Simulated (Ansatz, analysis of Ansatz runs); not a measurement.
# Migration in GeSe2O6 (P2_1/c): P_O exchanging with V_O, charge +1, part 4 of 5

Aim: the barrier of one jump in GeSe2O6 (P2_1/c) at charge +1: P_O exchanging with V_O. The model is a cell of 36 host atoms with 1 site emptied and P put on another atom's site; P is the atom that moves.

Ansatz 0.2.0; plane-wave PAW DFT, PBEsol; nudged elastic band between two relaxed defect structures at fixed charge in a uniform background.

So far, barrier forward (eV): step 4 (nudged elastic band, charge +1) 0.669.

## 5. Single point at the start point, r2SCAN

Three single points with a meta-GGA, at its higher cutoff of 500 eV, show what it does to the barrier on the path found. The start is shown; top and end are run alike.

This step: plane-wave PAW DFT, r2SCAN; single point of a defect supercell on a structure of the PBEsol path.

File qp1.start.r2scan/input.yaml:

```yaml
crystal:
  lattice:
    - [5.07717925, 6.78733022, -0.00408761]
    - [-5.07717925, 6.78733022, 0.00408761]
    - [-4.9500808, 0.0, 7.32442304]
  atoms:
    - { symbol: Ge, position: [-0.00332497, -0.01023409, 0.0173685] }
    - { symbol: Ge, position: [0.50161553, 0.51037239, -0.00507798] }
[... 1 atom line left out ...]
    - { symbol: Ge, position: [0.74720784, 0.78213573, 0.48883127] }
[... 2 atom lines left out ...]
    - { symbol: Se, position: [0.05259457, 0.28911015, 0.71302227] }
[... 2 atom lines left out ...]
    - { symbol: Se, position: [0.57818536, 0.24193358, 0.81473361] }
[... 3 atom lines left out ...]
    - { symbol: O, position: [0.92752167, 0.22510903, 0.01241151] }
    - { symbol: O, position: [0.02534385, 0.34780653, 0.48869389] }
[... 4 atom lines left out ...]
    - { symbol: O, position: [0.97839049, 0.67471495, 0.50403592] }
[... 1 atom line left out ...]
    - { symbol: O, position: [0.63359123, 0.75595677, 0.28492144] }
[... 1 atom line left out ...]
    - { symbol: P, position: [0.89291024, 0.14057571, 0.69631527] }
[... 1 atom line left out ...]
    - { symbol: O, position: [0.88093061, 0.70107092, 0.73959707] }
[... 2 atom lines left out ...]
    - { symbol: O, position: [0.25579866, 0.95701705, 0.10302654] }
[... 3 atom lines left out ...]
    - { symbol: O, position: [0.74062895, 0.01262868, 0.94345852] }
[... 1 atom line left out ...]
    - { symbol: O, position: [0.70975541, 0.02175359, 0.38825051] }
total_charge: 1
basis:
  ecutwfc: 500
  xc_grid: 2
hamiltonian:
  xc: r2scan
kpoints:
  mp_grid: { grid: [1, 1, 1] }
scf:
  occupations: { method: fixed }
  max_iter: 60
output:
  forces: true
  eigenvalues: true
checkpoint:
  write: "../qp1.start.r2scan.run"
  compress: false
  write_wavefunctions: false
  write_every: 100000
```

Launch:

```sh
ansatz run input.yaml --threads 4 --pin off --max-ram 7536MiB --backend cpu --events-out ev --progress --plain --runs-dir out
```

Numbers of over 12 decimals in the logs are rounded to 6 here.

The log of the run:

```text
[...]
Crystal: 35 atoms, lattice volume = 504.532 Å³
Basis set: ecut = 500 eV, 12823 PW (Γ), exchange–correlation on 128×128×144 points (8 copies of the dense FFT grid, shifted against one another)
Bands: 195, of which v1, the nominal top of the filled ones, is band 160 counted from 1 (159 counted from 0)
Symmetry: 1 space group operations
[...]
k-points: 1
[...]
SCF iter   1: F=—  HF=-74287.907974 eV  |F-HF|=—  |Δ(HF+E_count)|=         —  Δρ=1.54e-2  dr2=1.33e0  dr2_τ=1.84e0  ethr=1.77e-3  ⟨swp⟩=6.0  Hψ=653  notcnv=0  defer=33
[...]
SCF iter   3: F=—  HF=-74288.041221 eV  |F-HF|=—  |Δ(HF+E_count)|=   2.87e-2  Δρ=3.12e-3  dr2=4.14e-2  dr2_τ=2.18e-3  ethr=5.72e-5  ⟨swp⟩=3.0  Hψ=250  notcnv=0  defer=24
[...]
Internal energy: -74288.036011 eV  (E = F + TS)
E sigma→0 (E₀):  -74288.036011 eV
Fermi energy:    5.169916 eV
[...]
--- Forces (eV/Å), atoms counted from 1 ---
  atom   1  Ge    -0.06389389    -0.03583672     0.14756875
  atom   2  Ge     0.00852704    -0.01641377    -0.00313210
  [... 1 atom left out ...]
  atom   4  Ge    -0.00532351     0.09779693    -0.03996663
  [... 2 atoms left out ...]
  atom   7  Se     0.03035250    -0.32057051    -0.20849749
  [... 2 atoms left out ...]
  atom  10  Se    -0.12878859    -0.49702026     0.32399113
  [... 3 atoms left out ...]
  atom  14  O     -0.07678401    -0.06453364     0.34258580
  atom  15  O      0.09397864     0.09944024     0.26819957
  [... 4 atoms left out ...]
  atom  20  O      0.02640585    -0.07468680    -0.33040767
  [... 1 atom left out ...]
  atom  22  O     -0.20381559    -0.17622406     0.06775739
  [... 1 atom left out ...]
  atom  24  P     -0.01675096     0.33841070     0.02881193
  [... 1 atom left out ...]
  atom  26  O      0.09359212     0.28022675    -0.09679543
  [... 9 atoms left out ...]
  max |Σ_I F_I| component: 6.21e-4 eV/Å
--- Band table (eV) ---
[...]
[key lines of the parts left out:]
SCF converged after 11 iterations
Free energy (F): -74288.036011 eV
```

Run time: 12 s. Hardware: 4 threads of Arm Neoverse N1, shared host; peak memory 0.9 GiB.

Numbers from this step:

```yaml
free_energy: -74288.0360 eV
```

## 6. Barrier from single points, r2SCAN

Analysis of the runs above: barrier from r2SCAN single points on the PBEsol path.

It gives:

```
barrier forward  : 0.7500 eV
barrier backward : 0.4587 eV
end less start   : 0.2914 eV
```

This gives 0.750 eV against the band's 0.669 eV.

## 7. Single point at the top of the path, PBEsol

A single point at the top of the band gives the levels near the gap and the populations there.

This step: plane-wave PAW DFT, PBEsol; single point of a defect supercell on a structure of the PBEsol path.

File qp1.top.probe/input.yaml:

```yaml
crystal:
  lattice:
    - [5.07717925, 6.78733022, -0.00408761]
    - [-5.07717925, 6.78733022, 0.00408761]
    - [-4.9500808, 0.0, 7.32442304]
  atoms:
    - { symbol: Ge, position: [-0.02402104, 0.00923961, 0.00350291] }
    - { symbol: Ge, position: [0.49797927, 0.51721904, 0.00074989] }
[... 1 atom line left out ...]
    - { symbol: Ge, position: [0.74798922, 0.7861143, 0.48066363] }
[... 2 atom lines left out ...]
    - { symbol: Se, position: [0.08456612, 0.16134776, 0.70746818] }
[... 2 atom lines left out ...]
    - { symbol: Se, position: [0.56302833, 0.25650989, 0.82479464] }
[... 3 atom lines left out ...]
    - { symbol: O, position: [0.90913869, 0.23636245, 0.01285433] }
    - { symbol: O, position: [0.04000776, 0.3173745, 0.48822038] }
[... 4 atom lines left out ...]
    - { symbol: O, position: [0.97203949, 0.66654309, 0.49293413] }
[... 3 atom lines left out ...]
    - { symbol: P, position: [0.82178673, 0.26601906, 0.68066137] }
[... 1 atom line left out ...]
    - { symbol: O, position: [0.88090076, 0.70331075, 0.73150603] }
[... 1 atom line left out ...]
    - { symbol: O, position: [0.54725808, 0.38554853, 0.24491624] }
    - { symbol: O, position: [0.2346632, 0.97875752, 0.0826782] }
[... 3 atom lines left out ...]
    - { symbol: O, position: [0.72969034, 0.02630481, 0.94088401] }
[... 1 atom line left out ...]
    - { symbol: O, position: [0.72250193, 0.02423412, 0.3978947] }
total_charge: 1
basis:
  ecutwfc: 420
  xc_grid: 2
hamiltonian:
  xc: pbesol
kpoints:
  mp_grid: { grid: [1, 1, 1] }
scf:
  occupations: { method: fixed }
  max_iter: 60
output:
  forces: true
  eigenvalues: true
  eigenstates: { localisation: true }
  populations: true
  write_density: true
  write_potential: true
  volumetric_format: npy
  elf: true
checkpoint:
  write: "../qp1.top.probe.run"
  compress: false
  write_wavefunctions: false
  write_every: 100000
```

The log of the run:

```text
[...]
Crystal: 35 atoms, lattice volume = 504.532 Å³
Basis set: ecut = 420 eV, 9837 PW (Γ), exchange–correlation on 120×120×120 points (8 copies of the dense FFT grid, shifted against one another)
Bands: 195, of which v1, the nominal top of the filled ones, is band 160 counted from 1 (159 counted from 0)
Symmetry: 1 space group operations
[...]
k-points: 1
[...]
SCF iter   1: F=—  HF=-73470.783394 eV  |F-HF|=—  |Δ(HF+E_count)|=         —  Δρ=1.31e-2  dr2=1.33e0  ethr=1.77e-3  ⟨swp⟩=5.0  Hψ=655  notcnv=0  defer=32
[...]
SCF iter  11: F=-73470.364730 eV  HF=-73470.364730 eV  |F-HF|=4.82e-8  |Δ(HF+E_count)|=   4.37e-7  Δρ=3.83e-6  dr2=9.13e-8  ethr=3.13e-11  ⟨swp⟩=19.0  Hψ=1622  notcnv=0
SCF 1 converged in 11 iterations: F = -73470.364730 eV  dr2 = 9.13e-8
[...]
SCF converged after 11 iterations
Free energy (F): -73470.364730 eV
[...]
atom  15  O     -0.00010276     0.00008697    -0.00022660
  [... 4 atoms left out ...]
  atom  20  O     -0.00001854     0.00009984     0.00002393
  [... 3 atoms left out ...]
  atom  24  P     -0.00006424    -0.00009384    -0.00001714
  [... 1 atom left out ...]
  atom  26  O     -0.00000800     0.00002863     0.00004748
  [... 2 atoms left out ...]
  atom  29  O      0.00004675     0.00008928     0.00001361
  [... 6 atoms left out ...]
  max |Σ_I F_I| component: 1.11e-4 eV/Å
--- Band table (eV) ---
[...]
--- Löwdin populations: 35 sites ---
  site symbol       q [e]
     0     Ge     12.7584
     1     Ge     12.5639
  [... 1 atom left out ...]
     3     Ge     12.5379
  [... 2 atoms left out ...]
     6     Se     15.1797
  [... 2 atoms left out ...]
     9     Se     14.3809
  [... 3 atoms left out ...]
    13      O      6.6787
    14      O      6.6705
  [... 4 atoms left out ...]
    19      O      6.6545
  [... 3 atoms left out ...]
    23      P      4.8596
  [... 1 atom left out ...]
    25      O      6.6562
  [... 2 atoms left out ...]
    28      O      6.6557
  [... 6 atoms left out ...]
  spilling = 0.007249 (of n_electrons = 320.000000)
[key lines of the parts left out:]
Fermi energy:    5.393595 eV
```

The job ended after 7.5 s (4 threads; peak memory 0.67 GiB).

This step gave:

```
free energy : -73470.3647 eV
```

From eigenstates.tsv, first k-point; energies on the run's zero. The participation number counts the atoms that a state is spread over, of 35; bands count from 0.

```
spin  band  energy (eV)  occupation  participation  largest share on  share
both   154        4.465        2.00           10.1               O30   0.26
both   155        4.506        2.00           18.1               O31   0.12
both   156        4.613        2.00           11.2               O33   0.17
both   157        4.906        2.00           11.3               O15   0.17
both   158        5.124        2.00            8.6               P24   0.23
both   159        5.394        2.00            8.4               P24   0.27
both   160        7.344        0.00            3.7               P24   0.44
both   161        8.199        0.00           22.2               Ge1   0.10
both   162        9.063        0.00           15.4               Se8   0.15
both   163        9.242        0.00           19.0               P24   0.10
both   164        9.289        0.00           13.4              Se11   0.21
```

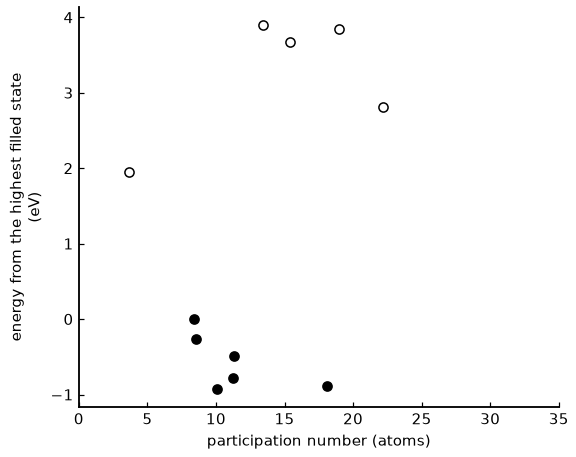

States next to the filling edge at the first k-point: energy against spread. Filled marks are occupied, open marks empty.

Under PBEsol at the zone centre alone, the highest filled state is spread over 8 of 35 atoms, and the lowest empty one, 1.95 eV above it, is spread over 4 of 35 atoms.

Löwdin populations of the atoms near the centre, and their excess over far atoms of the same element, which can also hold differences between inequivalent host sites (the log counts sites from 0):

```
atom  distance from the centre (Å)  electrons  excess
 P24                          0.65      4.860       -
 Se7                          1.80     15.180   0.820
 O15                          2.53      6.670   0.004
 O14                          2.74      6.679   0.013
 Ge1                          2.83     12.758   0.197
Se10                          3.36     14.381   0.021
 O20                          3.37      6.655  -0.012
 O29                          3.41      6.656  -0.010
```

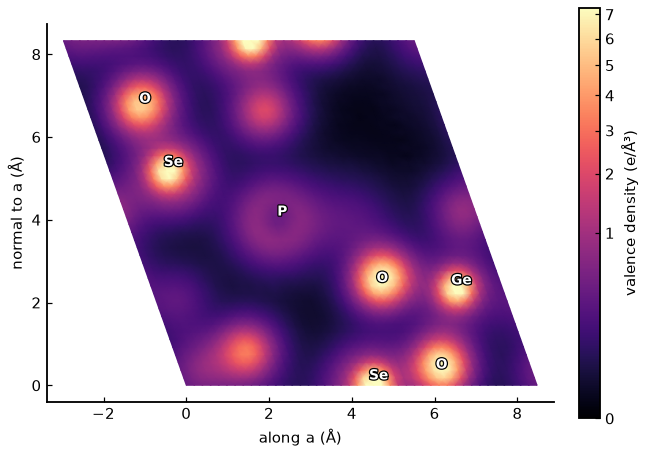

Valence density in the ac plane at fractional y = 0.319, through the centre, with atoms of Ge and Se and O and P within 0.45 Å of it. It is the smooth field of the valence electrons, not physical close to the nuclei. The colour scale is stretched toward low values.

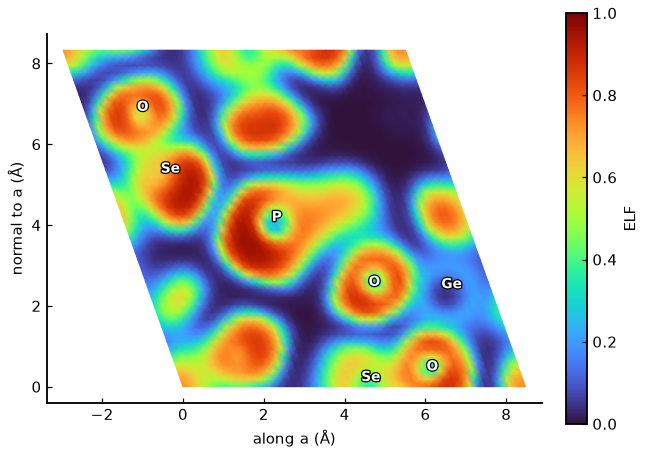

ELF in the ac plane at fractional y = 0.319, through the centre, with atoms of Ge and Se and O and P within 0.45 Å of it. It is the smooth field of the valence electrons, not physical close to the nuclei.

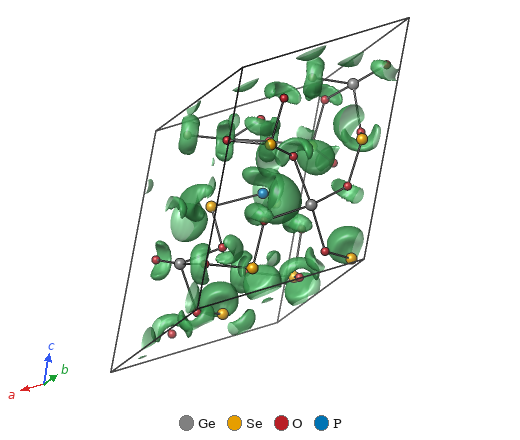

Surface of ELF = 0.85. Bonds to atoms that aren't drawn are left out.

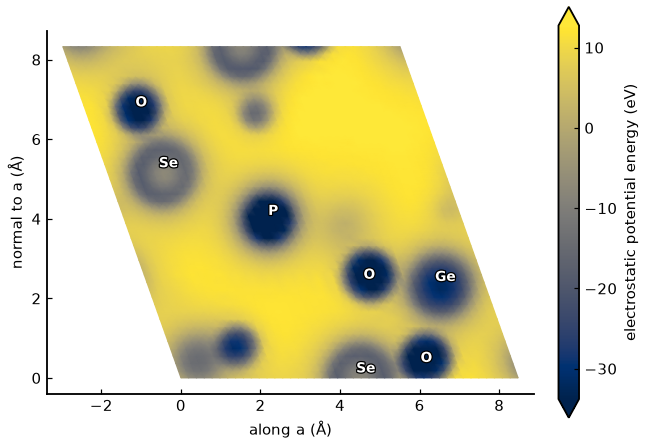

Electrostatic potential energy in the ac plane at fractional y = 0.319, through the centre, with atoms of Ge and Se and O and P within 0.45 Å of it. With pseudopotentials it is smooth inside the atoms' cores, unlike the true potential.

The distance between the highest filled and the lowest empty level goes from 1.63 eV at the start to 1.95 eV at the top.

(Continued in part 5 of 5.)

[Logs are printed without paths, hosts, clocks, repeated set-up lines and the standing remarks that a program may print on its own settings, such as how far it seeks lower states.]

[Hosts, paths, dates, database ids (printed as entryN), source tags and the programs' standing remarks are cut or masked in the printed files.]
